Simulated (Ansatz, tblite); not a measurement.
# C₂₂H₆₆O₉Si₁₀: which spin state is lowest

Is the singlet the ground state of C₂₂H₆₆O₉Si₁₀? Other spin states are computed and compared level by level.

Computed with Ansatz 0.2.0, Gaussian basis. Level: as each input shows.

The runs, in order: triplet, at the geometry of the singlet (GFN1-xTB, GFN2-xTB, PBE0-D4/def2-TZVP, PBE-D4/def2-TZVP); the singlet's energies come from earlier runs.

1 further run of the same task is left out (set aside as unsound or not needed). Runs told in other sessions of the task aren't counted.

## (1) The structure

The singlet was relaxed beforehand with r2SCAN-D4/def2-SVP.

SMILES `C[Si](C)(C)O[Si](C)(C)O[Si](C)(C)O[Si](C)(C)O[Si](C)(C)O[Si](C)(C)O[Si](C)(C)O[Si](C)(C)O[Si](C)(C)O[Si](C)(C)C`, 107 atoms, charge 0, spin multiplicity 1.

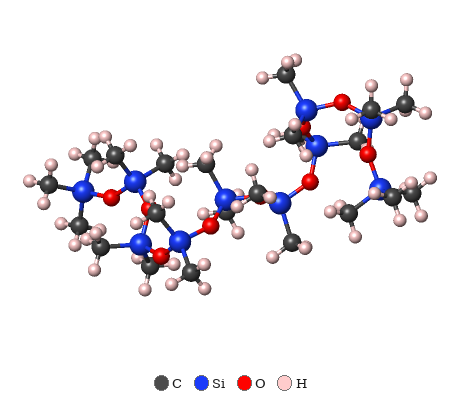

The geometry (carbon dark grey, silicon blue, oxygen red, hydrogen pink).

## (2) Triplet at the fixed geometry, GFN1-xTB

Tight binding, by tblite at 300 K electronic temperature and without a spin-polarisation term:

```python
tblite.interface.Calculator('GFN1-xTB', numbers, positions, charge=0, uhf=2).singlepoint()
```

Energy -3919.7124 eV; 2.8 s.

## (3) Triplet at the fixed geometry, GFN2-xTB

Tight binding, by tblite at 300 K electronic temperature and without a spin-polarisation term:

```python
tblite.interface.Calculator('GFN2-xTB', numbers, positions, charge=0, uhf=2).singlepoint()
```

Energy -3681.5192 eV; 2.2 s.

## (4) Triplet at the fixed geometry, PBE0-D4/def2-TZVP

Input file in.yaml:

```yaml
crystal:
  periodic: [false, false, false]
  atoms:
    - {symbol: C, position_ang: [-8.997341, 2.454059, 1.021633]}
    - {symbol: Si, position_ang: [-8.905638, 0.789370, 0.159157]}
    - {symbol: C, position_ang: [-9.606263, -0.557213, 1.261035]}
    - {symbol: C, position_ang: [-9.791268, 0.835364, -1.487775]}
    - {symbol: O, position_ang: [-7.301072, 0.437016, -0.167678]}
    - {symbol: Si, position_ang: [-5.760652, 0.451430, 0.459197]}
    - {symbol: C, position_ang: [-5.093372, 2.190836, 0.438474]}
    - {symbol: C, position_ang: [-5.759020, -0.299207, 2.169076]}
    - {symbol: O, position_ang: [-4.839247, -0.503423, -0.547374]}
    - {symbol: Si, position_ang: [-5.207073, -1.583905, -1.778767]}
    - {symbol: C, position_ang: [-6.458811, -2.820241, -1.155541]}
    - {symbol: C, position_ang: [-5.796897, -0.647484, -3.273936]}
    - {symbol: O, position_ang: [-3.793965, -2.369368, -2.151710]}
    - {symbol: Si, position_ang: [-2.317557, -2.670175, -1.441085]}
    - {symbol: C, position_ang: [-2.592320, -3.243388, 0.317206]}
    - {symbol: C, position_ang: [-1.428986, -3.918114, -2.494044]}
    - {symbol: O, position_ang: [-1.407365, -1.283324, -1.438235]}
    - {symbol: Si, position_ang: [-1.238028, 0.283844, -0.899270]}
    - {symbol: C, position_ang: [-2.261851, 1.431726, -1.944293]}
    - {symbol: C, position_ang: [-1.653399, 0.362655, 0.920587]}
    - {symbol: O, position_ang: [0.362968, 0.675292, -1.100310]}
    - {symbol: Si, position_ang: [1.821774, -0.119193, -1.241645]}
    - {symbol: C, position_ang: [1.864567, -1.550289, -0.041978]}
    - {symbol: C, position_ang: [2.073222, -0.642831, -3.008454]}
    - {symbol: O, position_ang: [3.006317, 0.981152, -0.841574]}
    - {symbol: Si, position_ang: [3.292799, 2.026954, 0.426624]}
    - {symbol: C, position_ang: [4.820490, 3.001200, 0.001742]}
    - {symbol: C, position_ang: [1.791725, 3.090860, 0.721150]}
    - {symbol: O, position_ang: [3.539008, 1.132955, 1.807013]}
    - {symbol: Si, position_ang: [4.583118, 0.429439, 2.885710]}
    - {symbol: C, position_ang: [3.949564, 0.775887, 4.601030]}
    - {symbol: C, position_ang: [4.712428, -1.395014, 2.508568]}
    - {symbol: O, position_ang: [6.089533, 1.133518, 2.755491]}
    - {symbol: Si, position_ang: [7.500844, 0.878553, 1.916193]}
    - {symbol: C, position_ang: [8.554478, -0.364946, 2.828198]}
    - {symbol: C, position_ang: [8.369822, 2.514985, 1.715424]}
    - {symbol: O, position_ang: [7.085847, 0.255306, 0.436740]}
    - {symbol: Si, position_ang: [7.416561, -0.238842, -1.124779]}
    - {symbol: C, position_ang: [7.929598, 1.256736, -2.134899]}
    - {symbol: C, position_ang: [8.809510, -1.495773, -1.071652]}
    - {symbol: C, position_ang: [5.841036, -0.990229, -1.793859]}
    - {symbol: H, position_ang: [-8.465792, 2.436697, 1.988277]}
    - {symbol: H, position_ang: [-8.543854, 3.246804, 0.403671]}
    - {symbol: H, position_ang: [-10.041212, 2.745661, 1.225655]}
    - {symbol: H, position_ang: [-9.523408, -1.546728, 0.781377]}
    - {symbol: H, position_ang: [-9.070629, -0.606941, 2.223630]}
    - {symbol: H, position_ang: [-10.672571, -0.381309, 1.481346]}
    - {symbol: H, position_ang: [-9.360978, 1.609474, -2.144292]}
    - {symbol: H, position_ang: [-10.865167, 1.053978, -1.366919]}
    - {symbol: H, position_ang: [-9.701994, -0.132372, -2.008534]}
    - {symbol: H, position_ang: [-5.658350, 2.838384, 1.128906]}
    - {symbol: H, position_ang: [-5.174371, 2.621940, -0.572424]}
    - {symbol: H, position_ang: [-4.033021, 2.222480, 0.734812]}
    - {symbol: H, position_ang: [-6.359122, 0.297573, 2.876170]}
    - {symbol: H, position_ang: [-4.736648, -0.366743, 2.576591]}
    - {symbol: H, position_ang: [-6.178785, -1.318352, 2.143897]}
    - {symbol: H, position_ang: [-7.403140, -2.315895, -0.894340]}
    - {symbol: H, position_ang: [-6.083620, -3.331482, -0.253429]}
    - {symbol: H, position_ang: [-6.675377, -3.590417, -1.913361]}
    - {symbol: H, position_ang: [-5.021968, 0.056143, -3.618819]}
    - {symbol: H, position_ang: [-6.703819, -0.070942, -3.029600]}
    - {symbol: H, position_ang: [-6.030786, -1.327052, -4.109194]}
    - {symbol: H, position_ang: [-3.149915, -4.194334, 0.344059]}
    - {symbol: H, position_ang: [-1.639950, -3.395092, 0.851407]}
    - {symbol: H, position_ang: [-3.177686, -2.492838, 0.873859]}
    - {symbol: H, position_ang: [-1.989558, -4.864413, -2.556316]}
    - {symbol: H, position_ang: [-0.426551, -4.138602, -2.093022]}
    - {symbol: H, position_ang: [-1.306360, -3.528953, -3.517536]}
    - {symbol: H, position_ang: [-2.105904, 2.483981, -1.655560]}
    - {symbol: H, position_ang: [-3.330721, 1.192887, -1.833039]}
    - {symbol: H, position_ang: [-1.986107, 1.325328, -3.006050]}
    - {symbol: H, position_ang: [-2.699599, 0.063828, 1.090336]}
    - {symbol: H, position_ang: [-1.512769, 1.379130, 1.323938]}
    - {symbol: H, position_ang: [-1.005465, -0.320104, 1.494582]}
    - {symbol: H, position_ang: [1.052813, -2.264438, -0.257034]}
    - {symbol: H, position_ang: [2.824739, -2.088859, -0.089875]}
    - {symbol: H, position_ang: [1.740240, -1.180733, 0.989195]}
    - {symbol: H, position_ang: [3.027384, -1.176119, -3.145045]}
    - {symbol: H, position_ang: [1.253576, -1.309978, -3.322246]}
    - {symbol: H, position_ang: [2.072910, 0.235682, -3.673495]}
    - {symbol: H, position_ang: [5.093620, 3.688055, 0.818924]}
    - {symbol: H, position_ang: [4.672691, 3.593084, -0.915975]}
    - {symbol: H, position_ang: [5.664485, 2.312843, -0.160017]}
    - {symbol: H, position_ang: [1.489782, 3.617880, -0.197870]}
    - {symbol: H, position_ang: [1.981649, 3.838992, 1.507888]}
    - {symbol: H, position_ang: [0.943952, 2.463524, 1.037938]}
    - {symbol: H, position_ang: [4.591268, 0.312595, 5.367510]}
    - {symbol: H, position_ang: [2.925092, 0.392038, 4.731937]}
    - {symbol: H, position_ang: [3.930181, 1.861722, 4.787392]}
    - {symbol: H, position_ang: [5.383744, -1.904880, 3.219143]}
    - {symbol: H, position_ang: [5.116370, -1.538220, 1.492972]}
    - {symbol: H, position_ang: [3.729155, -1.889375, 2.557234]}
    - {symbol: H, position_ang: [8.039040, -1.336754, 2.895276]}
    - {symbol: H, position_ang: [8.775324, -0.026947, 3.853818]}
    - {symbol: H, position_ang: [9.514926, -0.531422, 2.312940]}
    - {symbol: H, position_ang: [8.564694, 2.979929, 2.695553]}
    - {symbol: H, position_ang: [7.756555, 3.214505, 1.125837]}
    - {symbol: H, position_ang: [9.337450, 2.393049, 1.201307]}
    - {symbol: H, position_ang: [8.819956, 1.744738, -1.704475]}
    - {symbol: H, position_ang: [7.121956, 2.005879, -2.173467]}
    - {symbol: H, position_ang: [8.173023, 0.973894, -3.172792]}
    - {symbol: H, position_ang: [9.737936, -1.050858, -0.676158]}
    - {symbol: H, position_ang: [9.033051, -1.891772, -2.076433]}
    - {symbol: H, position_ang: [8.545654, -2.349915, -0.426235]}
    - {symbol: H, position_ang: [5.011057, -0.271043, -1.694118]}
    - {symbol: H, position_ang: [5.567922, -1.900198, -1.233622]}
    - {symbol: H, position_ang: [5.937905, -1.264843, -2.857413]}
basis:
  gaussian: {orbitals: def2-TZVP, fitting: {mean_field: def2-universal-jkfit}}
magnetization: {spin_polarized: true, initial_magnetization: 2}
hamiltonian: {xc: pbe0, dispersion: d4}
scf: {omitted_lower_state_checks: [starts]}
output: {orbitals: {seedname: orbitals}}
```

Command:

```sh
$ ansatz run in.yaml --threads 11 --pin off --events-out ev --progress --plain --max-ram 174080MiB --backend cuda --devices 0, --max-vram 75GiB
```

Log:

```text
Functional definition: PBE0
  name "PBE0"
  cite "Adamo & Barone, J. Chem. Phys. 110, 6158 (1999) doi:10.1063/1.478522"
  cite "Perdew, Burke & Ernzerhof, Phys. Rev. Lett. 77, 3865 (1996) doi:10.1103/PhysRevLett.77.3865"
  parent pbe
  parameter a = 0.25
  parameter kappa = 0.804
  parameter beta = 0.06672455060314922
  exchange = (1 - a)*pbe_x(kappa = kappa, mu = beta*pi^2/3) + a*exact_x
  correlation = pbe_c(beta = beta)
these checks for a lower state are left out or cut short: starts
4811 factors; integrals over basis functions are off by at most 8.7e-1 eV
mean field evaluation 1: about -120942.4575 eV, gradient 1.7e2 eV
mean field evaluation 2: about -120888.2231 eV, gradient 2.0e2 eV
mean field evaluation 4: about -121050.8971 eV, gradient 2.5e1 eV
mean field evaluation 8: about -121055.6156 eV, gradient 5.8e0 eV
mean field evaluation 16: about -121055.9641 eV, gradient 2.8e-1 eV
mean field evaluation 32: about -121055.9654 eV, gradient 9.8e-4 eV
mean field -121055.96535511 eV, -4448.7246721200 hartree, gradient 9.6e-6 eV, S^2 2.004117; 0 other end points of the search recorded, 0 dependent functions left out
reference -121055.96547539 eV, -4448.7246765401 hartree; 206, 204 occupied and 1521, 1523 virtual orbitals, 4811 factors
Total energy: -121059.73004905 eV, -4448.8630220702 hartree
Checks for a lower state left out: starts
```

It took 50 s on 1 × H100 with 11 threads of AMD EPYC 7R13, shared host; peak host memory 3.4 GiB.

From the report: HOMO -0.80 eV, LUMO -7.04 eV (over both spins; with the spin held, an empty level of the minority spin lies below the top filled one); ⟨S²⟩ 2.004 (pure: 2.00).

## (5) Triplet at the fixed geometry, PBE-D4/def2-TZVP

start.molden holds the orbitals of an earlier run on this state, given as this run's starting guess.

in.yaml: that of step 4 with these lines changed.

```diff
@@ -111,5 +111,5 @@
 basis:
-  gaussian: {orbitals: def2-TZVP, fitting: {mean_field: def2-universal-jkfit}}
+  gaussian: {orbitals: def2-TZVP, fitting: {mean_field: def2-universal-jkfit}, initial_orbitals: start.molden}
 magnetization: {spin_polarized: true, initial_magnetization: 2}
-hamiltonian: {xc: pbe0, dispersion: d4}
+hamiltonian: {xc: pbe, dispersion: d4}
 scf: {omitted_lower_state_checks: [starts]}
```

The command is unchanged.

Log:

```text
Functional definition: PBE
  name "PBE"
  cite "Perdew, Burke & Ernzerhof, Phys. Rev. Lett. 77, 3865 (1996) doi:10.1103/PhysRevLett.77.3865"
  parent pbe
  parameter kappa = 0.804
  parameter beta = 0.06672455060314922
  exchange = pbe_x(kappa = kappa, mu = beta*pi^2/3)
  correlation = pbe_c(beta = beta)
these checks for a lower state are left out or cut short: starts
4811 factors; integrals over basis functions are off by at most 8.7e-1 eV
mean field evaluation 1: about -121042.8066 eV, gradient 2.2e1 eV
mean field evaluation 2: about -121043.7604 eV, gradient 1.2e0 eV
mean field evaluation 4: about -121043.9147 eV, gradient 3.4e-1 eV
mean field evaluation 8: about -121043.9498 eV, gradient 2.4e-1 eV
mean field evaluation 16: about -121043.9511 eV, gradient 8.9e-5 eV
mean field -121043.95105781 eV, -4448.2831548378 hartree, gradient 2.1e-6 eV, S^2 2.000460; 0 other end points of the search recorded, 0 dependent functions left out
reference -121043.95122284 eV, -4448.2831609023 hartree; 206, 204 occupied and 1521, 1523 virtual orbitals, 4811 factors
Total energy: -121048.15366483 eV, -4448.4375977971 hartree
Checks for a lower state left out: starts
```

It took 28 s on 1 × H100 with 11 threads of AMD EPYC 7R13, shared host; peak host memory 3.2 GiB.

HOMO -0.53 eV, LUMO -6.53 eV (over both spins; with the spin held, an empty level of the minority spin lies below the top filled one); ⟨S²⟩ 2.000 (pure: 2.00).

## (6) Triplet less singlet, vertical

The singlet's energies are those of its earlier runs, whose logs aren't repeated here.

```csv
level,"triplet less singlet, vertical (kcal/mol)",time
GFN1-xTB,+160.3,3.8 s
GFN2-xTB,+141.9,3 s
PBE-D4/def2-TZVP,+137.0,46 s
PBE0-D4/def2-TZVP,+166.6,64 s
```

Times add the two runs; a level without a time comes out of a correlated run. Tight binding without a spin term can't rank spin states.

## (7) What came out

| quantity | value |
| --- | --- |
| triplet less singlet, vertical, functionals in def2-TZVP | +137.0 (PBE-D4) to +166.6 kcal/mol (PBE0-D4) |

All functionals put the triplet above the singlet, over a spread of 29.6 kcal/mol. The checks for a lower triplet were left out, so another state of that spin may lie lower. These are electronic energies, without zero-point motion, entropy or surroundings.
